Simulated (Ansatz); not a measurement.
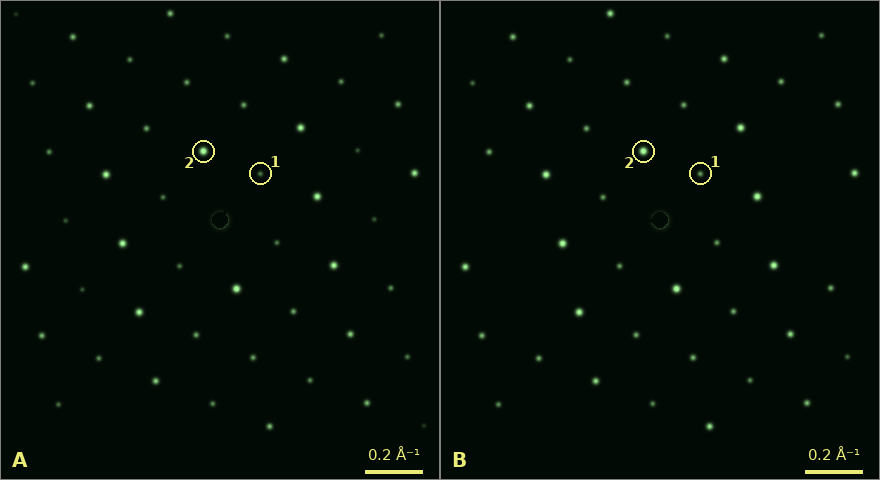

Kinematic electron diffraction patterns (200 kV, B = 0.5 Å², same scale) along [001] of the run's own cell, for the start and the end of one relaxation of TlBrF4 with DFT, PAW plane waves, r2scan in Ansatz. k mesh 7×7×7. The start is a generated model structure, and the relaxation ends in the nearest stationary point of its symmetry, not necessarily the ground state. Spot 1 is -1 0 0 and spot 2 is -1 -1 0 in both.

Start structure:

```
CELL_PARAMETERS angstrom
0.00000 4.02067 4.02067
4.02067 0.00000 4.02067
4.02067 4.02067 0.00000
ATOMIC_POSITIONS crystal
Tl 0.50000 0.50000 0.50000
Br 0.00000 0.00000 0.00000
F 0.12700 0.12700 0.12700
F 0.61900 0.12700 0.12700
F 0.12700 0.12700 0.61900
F 0.12700 0.61900 0.12700
```

Which pattern belongs to the start structure, and which to the relaxed one?

Answer. A is the start: its cell gives d(1) = 4.643 Å, d(2) = 4.021 Å and an angle of 54.7°. The spot positions hardly differ, so the intensities decide: those computed from the start structure match A, and B is the relaxed structure.

Name reflections whose intensity changes strongly on relaxation.

Answer. 0 1 0 goes from 3.9 to 9.3 % of the strongest spot; 0 3 0 goes from 6.6 to 14 % of the strongest spot.

Summarise the relaxation behind the change.

Answer. The cell was held fixed; with the mean shift removed, the atoms moved by up to 0.26 Å relative to the cell (F most); the space group stayed F-43m (No. 216); the free energy fell by 480 meV an atom.
